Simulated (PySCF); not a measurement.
**[Pb(H2O)4]2+: other functionals and bases at one geometry**

Aim: see how levels, charges and forces of [Pb(H2O)4]2+ depend on the level of theory. The structure is generated, not taken from experiment.

Method: several levels, as the steps say, no spin–orbit coupling; program: PySCF 2.14.0.

1 further run of the same task is left out (for a known fault of the program).

### 1 Where the work starts

13 atoms, charge 2, spin multiplicity 1.

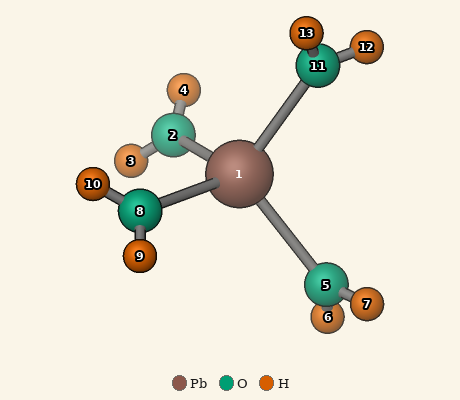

The geometry (lead brown, oxygen teal, hydrogen orange); atoms are numbered from 1 in the order of the file.

As a file:

```xyz
13

Pb    0.0000    0.0000    0.0000
O     1.4593    1.4589    1.4018
H     2.2489    1.2013    1.9051
H     1.3692    2.4156    1.5444
O    -1.4593   -1.4018    1.4589
H    -1.3691   -1.5445    2.4156
H    -2.2490   -1.9050    1.2013
O     1.4593   -1.4589   -1.4018
H     1.3692   -2.4156   -1.5444
H     2.2489   -1.2013   -1.9051
O    -1.4593    1.4018   -1.4589
H    -2.2490    1.9050   -1.2013
H    -1.3691    1.5445   -2.4156
```

Formal oxidation states: Pb +2. An earlier session relaxed this geometry at PBE0, Pb def2-SVP with ECP60, O def2-SVP, H def2-SVP (singlet, point group D2).

At PBE0 on the finer grid: E = -497.495793 Eh, HOMO -18.20 eV, LUMO -9.85 eV, Mulliken charge on Pb1 +1.25 e, largest force component 0.012 eV/Å. 

Levels to run: revPBE; M06-L; PBE0, TZVP. Hardware: 2 threads of Arm Neoverse V2, shared host.

### 2 revPBE

File run.py (the lines that set the calculation):

```python
mol = gto.M(atom='''
Pb    -0.00002     0.00000     0.00000
O      1.45928     1.45889     1.40180
H      2.24895     1.20127     1.90508
H      1.36919     2.41559     1.54436
O     -1.45928    -1.40184     1.45890
H     -1.36909    -1.54449     2.41559
H     -2.24903    -1.90502     1.20128
O      1.45928    -1.45889    -1.40180
H      1.36919    -2.41559    -1.54436
H      2.24895    -1.20127    -1.90508
O     -1.45928     1.40184    -1.45890
H     -2.24903     1.90502    -1.20128
H     -1.36909     1.54449    -2.41559''',
    basis={'Pb': 'def2-SVP', 'O': 'def2-SVP', 'H': 'def2-SVP'},
    ecp={'Pb': 'def2-SVP'},
    charge=2, spin=0)
mf = dft.RKS(mol, xc='PBE_R,PBE')
mf.grids.atom_grid = (75, 302)
mf = mf.density_fit()  # fitting sets: Pb def2-universal-JKFIT, O def2-universal-JKFIT, H def2-universal-JKFIT
mf.conv_tol = 1e-08; mf.max_cycle = 55
mf.kernel(dm0)  # dm0: the density of the relaxed state
```

Run with:

```bash
> OMP_NUM_THREADS=2 python run.py
```

The log of the run:

```text
init E= -497.800169778501
  HOMO = -0.5900147552949  LUMO = -0.385750567738333  gap/eV = 5.55831
cycle= 1 E= -497.802952244449  delta_E= -0.00278  |g|= 0.052  |ddm|= 0.243
  HOMO = -0.603019466850169  LUMO = -0.385500830019564  gap/eV = 5.91898
cycle= 2 E= -497.801549774573  delta_E= 0.0014  |g|= 0.102  |ddm|= 0.119
  HOMO = -0.595610824991739  LUMO = -0.38519588424524  gap/eV = 5.72568
cycle= 3 E= -497.803527179429  delta_E= -0.00198  |g|= 0.0031  |ddm|= 0.0671
  HOMO = -0.595539898274055  LUMO = -0.385731300239943  gap/eV = 5.70918
cycle= 4 E= -497.803530152023  delta_E= -2.97e-06  |g|= 0.000803  |ddm|= 0.00725
  HOMO = -0.595479854022239  LUMO = -0.385626395254063  gap/eV = 5.71040
cycle= 5 E= -497.803530296183  delta_E= -1.44e-07  |g|= 3.69e-05  |ddm|= 0.00123
  HOMO = -0.595474915956222  LUMO = -0.385618611875959  gap/eV = 5.71048
cycle= 6 E= -497.803530296622  delta_E= -4.39e-10  |g|= 2.42e-06  |ddm|= 5.15e-05
  HOMO = -0.595474837800343  LUMO = -0.385618408867179  gap/eV = 5.71048
Extra cycle  E= -497.803530296625  delta_E= -2.84e-12  |g|= 3.36e-06  |ddm|= 6.24e-06
converged SCF energy = -497.803530296625
```

Wall time 7.8 s (2 threads of Arm Neoverse V2, shared host).

It gives: E = -497.803530 Eh, HOMO -16.20 eV, LUMO -10.49 eV, Mulliken charge on Pb1 +1.15 e, largest force component 0.493 eV/Å. 

### 3 M06-L

run.py (the lines that set the calculation), as its differences from that of step 2:

```diff
@@ -17,3 +17,3 @@
     charge=2, spin=0)
-mf = dft.RKS(mol, xc='PBE_R,PBE')
+mf = dft.RKS(mol, xc='M06L')
 mf.grids.atom_grid = (75, 302)
```

Run with:

```bash
> OMP_NUM_THREADS=2 python run.py
```

The log of the run:

```text
init E= -497.913461032329
  HOMO = -0.616161209016475  LUMO = -0.373386175436635  gap/eV = 6.60625
cycle= 1 E= -497.91689529239  delta_E= -0.00343  |g|= 0.0117  |ddm|= 0.181
  HOMO = -0.614845809276721  LUMO = -0.374865386638649  gap/eV = 6.53020
cycle= 2 E= -497.916922815745  delta_E= -2.75e-05  |g|= 0.00604  |ddm|= 0.0203
  HOMO = -0.615387317655167  LUMO = -0.374487494187902  gap/eV = 6.55522
cycle= 3 E= -497.916928327296  delta_E= -5.51e-06  |g|= 0.00335  |ddm|= 0.00633
  HOMO = -0.615070318650367  LUMO = -0.37442389582705  gap/eV = 6.54832
cycle= 4 E= -497.916930362177  delta_E= -2.03e-06  |g|= 0.000433  |ddm|= 0.00235
  HOMO = -0.61510647977988  LUMO = -0.374434904963776  gap/eV = 6.54901
cycle= 5 E= -497.916930396505  delta_E= -3.43e-08  |g|= 3.58e-05  |ddm|= 0.000362
  HOMO = -0.615105976007486  LUMO = -0.374435044867042  gap/eV = 6.54899
cycle= 6 E= -497.916930396708  delta_E= -2.04e-10  |g|= 3.88e-06  |ddm|= 3.02e-05
  HOMO = -0.615105912665393  LUMO = -0.374436472412976  gap/eV = 6.54895
Extra cycle  E= -497.916930396711  delta_E= -2.84e-12  |g|= 3.31e-06  |ddm|= 1.08e-05
converged SCF energy = -497.916930396711
```

Wall time 14 s (2 threads of Arm Neoverse V2, shared host).

Read off: E = -497.916930 Eh, HOMO -16.74 eV, LUMO -10.19 eV, Mulliken charge on Pb1 +1.31 e, largest force component 0.053 eV/Å. 

### 4 PBE0, TZVP

Basis: Pb def2-TZVP with ECP60, O def2-TZVP, H def2-TZVP. 

run.py (the lines that set the calculation), as its differences from that of step 3:

```diff
@@ -14,6 +14,6 @@
 H     -1.36909     1.54449    -2.41559''',
-    basis={'Pb': 'def2-SVP', 'O': 'def2-SVP', 'H': 'def2-SVP'},
-    ecp={'Pb': 'def2-SVP'},
+    basis={'Pb': 'def2-TZVP', 'O': 'def2-TZVP', 'H': 'def2-TZVP'},
+    ecp={'Pb': 'def2-TZVP'},
     charge=2, spin=0)
-mf = dft.RKS(mol, xc='M06L')
+mf = dft.RKS(mol, xc='PBE0')
 mf.grids.atom_grid = (75, 302)
@@ -21,2 +21,2 @@
 mf.conv_tol = 1e-08; mf.max_cycle = 55
-mf.kernel(dm0)  # dm0: the density of the relaxed state
+mf.kernel(dm0)  # dm0: free metal ions and neutral atoms
```

Run with:

```bash
> OMP_NUM_THREADS=2 python run.py
```

The log of the run:

```text
init E= -497.352317845022
  HOMO = -0.84325381731484  LUMO = -0.557473300913154  gap/eV = 7.77648
cycle= 1 E= -497.46739168998  delta_E= -0.115  |g|= 1.47  |ddm|= 2.09
  HOMO = -0.499204908525614  LUMO = -0.279926916768587  gap/eV = 5.96686
cycle= 2 E= -497.116881882911  delta_E= 0.351  |g|= 2.07  |ddm|= 1.98
  HOMO = -0.669406599049428  LUMO = -0.350339300485548  gap/eV = 8.68226
cycle= 3 E= -497.864568616916  delta_E= -0.748  |g|= 0.166  |ddm|= 1.07
  HOMO = -0.678631207715798  LUMO = -0.371457700001964  gap/eV = 8.35862
cycle= 4 E= -497.870092543731  delta_E= -0.00552  |g|= 0.0238  |ddm|= 0.204
  HOMO = -0.67796227076674  LUMO = -0.368704728693414  gap/eV = 8.41533
cycle= 5 E= -497.870182281629  delta_E= -8.97e-05  |g|= 0.00564  |ddm|= 0.0408
  HOMO = -0.678089526840943  LUMO = -0.368720359012906  gap/eV = 8.41836
cycle= 6 E= -497.870186770323  delta_E= -4.49e-06  |g|= 0.00072  |ddm|= 0.00758
  HOMO = -0.678160937312784  LUMO = -0.368681601459143  gap/eV = 8.42136
cycle= 7 E= -497.870186871039  delta_E= -1.01e-07  |g|= 5e-05  |ddm|= 0.00084
  HOMO = -0.678161123634448  LUMO = -0.368691425435837  gap/eV = 8.42110
cycle= 8 E= -497.87018687165  delta_E= -6.11e-10  |g|= 1.19e-05  |ddm|= 8.8e-05
  HOMO = -0.678159832598546  LUMO = -0.368689736649104  gap/eV = 8.42111
Extra cycle  E= -497.87018687162  delta_E= 2.96e-11  |g|= 1.78e-05  |ddm|= 1.79e-05
converged SCF energy = -497.87018687162
```

Wall time 32 s (2 threads of Arm Neoverse V2, shared host).

Read off: E = -497.870187 Eh, HOMO -18.45 eV, LUMO -10.03 eV, Mulliken charge on Pb1 +1.45 e, largest force component 0.173 eV/Å. 

### 5 All levels side by side

| level | state | HOMO (eV) | gap (eV) | charge on Pb1 (e) | dipole (D) | largest force (eV/Å) | basis functions | time |
| --- | --- | --- | --- | --- | --- | --- | --- | --- |
| PBE0 (relaxed here) | singlet | -18.20 | 8.35 | 1.25 | 0.00 | 0.01 | 122 | 28 s |
| revPBE | singlet | -16.20 | 5.71 | 1.15 | 0.00 | 0.49 | 122 | 7.8 s |
| M06-L | singlet | -16.74 | 6.55 | 1.31 | 0.00 | 0.05 | 122 | 14 s |
| PBE0, TZVP | singlet | -18.45 | 8.42 | 1.45 | 0.00 | 0.17 | 222 | 32 s |

Times are on 2 threads of Arm Neoverse V2, shared host; the first row also made further properties. The dipole of a charged species depends on the origin, so these sizes hold for this origin alone.

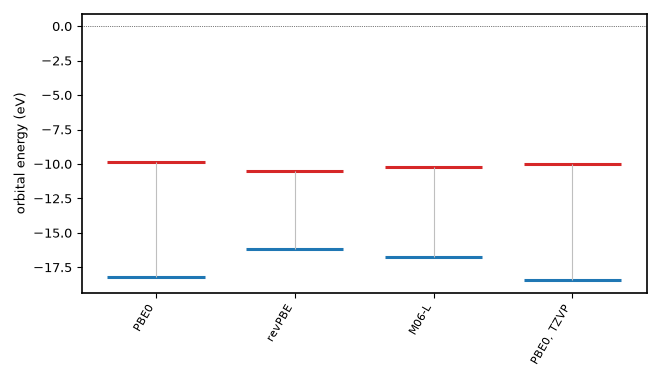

Highest filled and lowest empty level, method by method.

In one basis the HOMO–LUMO gap runs from 5.71 eV (revPBE) to 8.35 eV (PBE0). The largest leftover force, 0.49 eV/Å with revPBE, stands at a geometry relaxed at another level. The Mulliken charge on Pb spans +1.15 to +1.45 e over the levels. Total energies of different levels can't be compared. Spin–orbit coupling is left out throughout.
